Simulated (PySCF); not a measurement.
## C2H6O: geometry relaxation

C2H6O, SMILES COC, computed with PBE0-D3(BJ)/def2-SVP geometry optimisation, gas phase (PySCF 2.14.0).

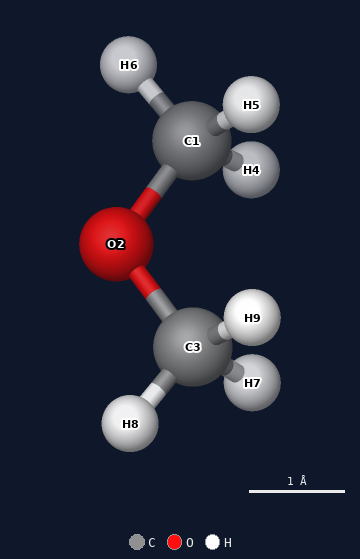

The input geometry (ball-and-stick view, seen at an oblique angle; atoms are numbered from 1 in the order of the input). Bond lengths as drawn: C–H 1.09 Å and C–O 1.42 Å.

### The input
```
{"job": {"xc": "PBE0", "basis": "def2-SVP", "d3": "d3bj", "grid": 1, "kind": "geom"}, "charge": 0, "multiplicity": 1}
C      1.171825     0.054681    -0.031818
O     -0.036354     0.259661    -0.751534
C     -1.175419    -0.029014     0.047779
H      1.257706    -0.989858     0.282963
H      1.215748     0.715734     0.839161
H      2.010657     0.290637    -0.692101
H     -1.165277    -1.076253     0.365131
H     -2.071657     0.145072    -0.553668
H     -1.207231     0.629341     0.921325
```

The first line tells a small driver script what to run in PySCF; the rest is the geometry in Å.

Machine: 1 CPU thread, shared host.

Run as:
```bash
OMP_NUM_THREADS=1 python <driver script> task.json out
```

### Log
```
step   0  E = -154.72723867  max force = 0.021835
step   1  E = -154.71267061  max force = 0.048947
step   2  E = -154.72433403  max force = 0.027774
step   3  E = -154.72895042  max force = 0.005063
step   4  E = -154.72911967  max force = 0.001630
step   5  E = -154.72912957  max force = 0.000304
optimisation converged
```

### Trajectory as extended XYZ (Å, eV, eV/Å), 6 frames, from step=0 to step=5
```
9
Properties=species:S:1:pos:R:3:forces:R:3 step=0 energy=-4210.34262
C     1.1718    0.0547   -0.0318   -1.1228   0.2477  -0.8407
O    -0.0364    0.2597   -0.7515    0.0450  -0.2371   0.7195
C    -1.1754   -0.0290    0.0478    1.0402   0.3259  -0.9144
H     1.2577   -0.9899    0.2830    0.1228  -0.3609   0.2631
H     1.2158    0.7157    0.8392    0.1099   0.1418   0.4269
H     2.0107    0.2906   -0.6921    0.0868   0.0616  -0.1822
H    -1.1653   -1.0762    0.3651   -0.0819  -0.3684   0.2698
H    -2.0717    0.1451   -0.5537   -0.1065   0.0547  -0.1758
H    -1.2072    0.6293    0.9213   -0.0936   0.1347   0.4339
9
Properties=species:S:1:pos:R:3:forces:R:3 step=1 energy=-4209.94620
C    -0.2858   -0.3405    1.0532    1.5096  -0.6630   2.1209
O     0.7940   -0.0532    0.2459    0.6865   0.3841  -1.1074
C     0.4101    0.3661   -1.0298   -2.5169  -0.2964   0.7182
H    -0.8786   -1.2423    0.8242   -0.2271   0.1501  -0.7199
H    -0.9122    0.4997    1.3982   -0.2275   0.2950  -0.6699
H     0.2740   -0.6277    1.9581   -0.5421  -0.1762   0.4965
H    -0.2853   -0.4238   -1.4053    0.5226   0.0925  -0.6955
H     1.1963    0.6199   -1.7530    0.2760  -0.1470   0.4553
H    -0.3127    1.2018   -0.8644    0.5188   0.3609  -0.5983
9
Properties=species:S:1:pos:R:3:forces:R:3 step=2 energy=-4210.26358
C    -0.2494   -0.3530    1.0935    0.8939  -0.3905   1.2441
O     0.7984   -0.0508    0.2393    0.1146   0.2849  -0.8315
C     0.3678    0.3654   -1.0307   -1.4282  -0.2724   0.7203
H    -0.8517   -1.2352    0.8063   -0.2017   0.1878  -0.4157
H    -0.8855    0.5055    1.3800   -0.1982   0.0874  -0.4476
H     0.2485   -0.6532    2.0339   -0.1705  -0.0127   0.0221
H    -0.2987   -0.4130   -1.4681    0.4062  -0.0345  -0.2808
H     1.1963    0.6041   -1.7063    0.1821  -0.0586   0.1862
H    -0.3261    1.2302   -0.9208    0.4017   0.2087  -0.1973
9
Properties=species:S:1:pos:R:3:forces:R:3 step=3 energy=-4210.38920
C    -0.2124   -0.3608    1.1203    0.0558  -0.0872   0.2603
O     0.7975   -0.0457    0.2265    0.0796   0.0161  -0.0218
C     0.3099    0.3573   -1.0098    0.0452  -0.0197   0.0513
H    -0.8373   -1.2021    0.7580   -0.0844   0.0330   0.0143
H    -0.8694    0.5088    1.3244   -0.0832  -0.0382  -0.0091
H     0.2561   -0.6663    2.0692   -0.0404   0.0109  -0.0390
H    -0.2977   -0.4344   -1.4941    0.0321  -0.0027  -0.0505
H     1.1805    0.5816   -1.6380   -0.0361   0.0552  -0.1667
H    -0.3276    1.2615   -0.9294    0.0314   0.0327  -0.0388
9
Properties=species:S:1:pos:R:3:forces:R:3 step=4 energy=-4210.39380
C    -0.2120   -0.3645    1.1321   -0.0121   0.0139  -0.0488
O     0.7959   -0.0455    0.2274    0.0101   0.0076  -0.0027
C     0.3150    0.3591   -1.0150   -0.0239  -0.0309   0.0838
H    -0.8468   -1.2003    0.7724   -0.0036   0.0020   0.0006
H    -0.8782    0.4988    1.3362   -0.0038  -0.0027  -0.0007
H     0.2564   -0.6702    2.0789    0.0238   0.0084  -0.0258
H    -0.2884   -0.4317   -1.5060    0.0030  -0.0023  -0.0082
H     1.1768    0.5881   -1.6576    0.0044  -0.0023   0.0077
H    -0.3191    1.2663   -0.9412    0.0021   0.0062  -0.0059
9
Properties=species:S:1:pos:R:3:forces:R:3 step=5 energy=-4210.39407
C    -0.2123   -0.3637    1.1301   -0.0005  -0.0038   0.0052
O     0.7971   -0.0454    0.2282   -0.0157   0.0098  -0.0131
C     0.3142    0.3581   -1.0123    0.0093  -0.0060   0.0117
H    -0.8476   -1.1993    0.7705    0.0022   0.0009  -0.0030
H    -0.8786    0.4994    1.3349    0.0018   0.0005  -0.0028
H     0.2586   -0.6694    2.0752    0.0014  -0.0005   0.0008
H    -0.2884   -0.4328   -1.5045    0.0008  -0.0026   0.0021
H     1.1760    0.5873   -1.6550    0.0008   0.0014  -0.0035
H    -0.3195    1.2658   -0.9399   -0.0001   0.0002   0.0026
```

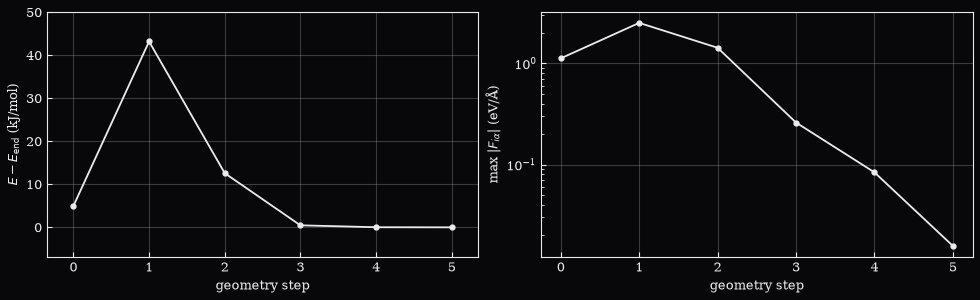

Progress of the relaxation, step by step (steps are counted from 0).

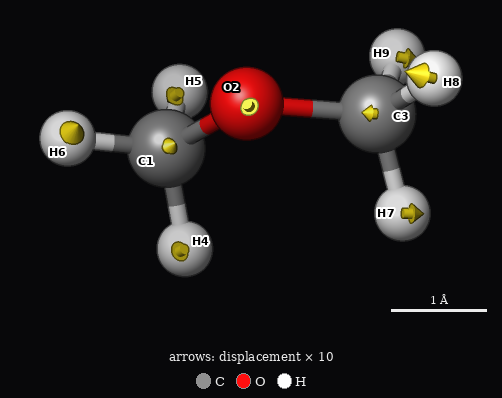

The starting structure with the displacements as yellow arrows, magnified 10 times (ball-and-stick view, seen at a tilt). The two geometries are laid on each other by the best rigid fit. The largest moves after the best rigid fit, 0.039 Å, are those of H6 and H8. Largest moves by element: H 0.039 Å, O 0.022 Å, C 0.018 Å. Among the contacts that change: C1–O2 1.421 → 1.391 Å, C1–H4 1.094 → 1.110 Å, C1–H6 1.093 → 1.099 Å. Among the angles that change: H4–C1–H5 110.2° → 107.6°. Over 5 geometry steps the energy falls by 4.96 kJ/mol. Largest force component: 1.1 eV/Å at the start, 0.016 eV/Å at the end. (Atoms are counted from 1 in the order of the input.)

### Key numbers

| quantity | value |
| --- | --- |
| outcome | converged |
| total energy | −154.729130 hartree |
| dipole moment | 1.25 D |
| point group | C2v |
| wall time | 13 s |
| peak memory | 0.31 GiB |
